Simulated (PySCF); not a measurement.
Molecule: C5H5B, SMILES C#CB(C)C#C. Atoms near the plane z = 0.0 Å, at the CAM-B3LYP/def2-SVP optimised geometry (x, y, z in Å): B1 (0.0, 0.0, 0.0), C2 (-0.8, -1.3, 0.1), C3 (-1.4, -2.4, 0.1), H4 (-2.0, -3.3, 0.1), C5 (-0.8, 1.3, 0.0), C6 (-1.4, 2.4, 0.0), H7 (-2.0, 3.3, 0.0), C8 (1.5, 0.0, 0.0), H9 (1.8, 0.0, 1.1), H10 (2.0, 0.9, -0.5), H11 (2.0, -0.9, -0.4).

Computed with CAM-B3LYP/def2-TZVP run with PySCF. Cells within 0.4 Å of a nucleus heavier than hydrogen are left out (blank, or x). The values are rescaled to run from 0 to 1.

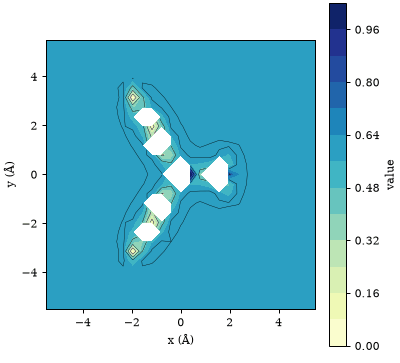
Figure. a field on the plane z = 0.0 Å.

Q: Which quantity is mapped?
A. electron localisation function
B. log10 of the electron density
C. electrostatic potential
D. Laplacian of the electron density

A: D, Laplacian of the electron density. In full: Laplacian of the electron density (e/bohr⁵), clipped to [-1.50, 1.50].
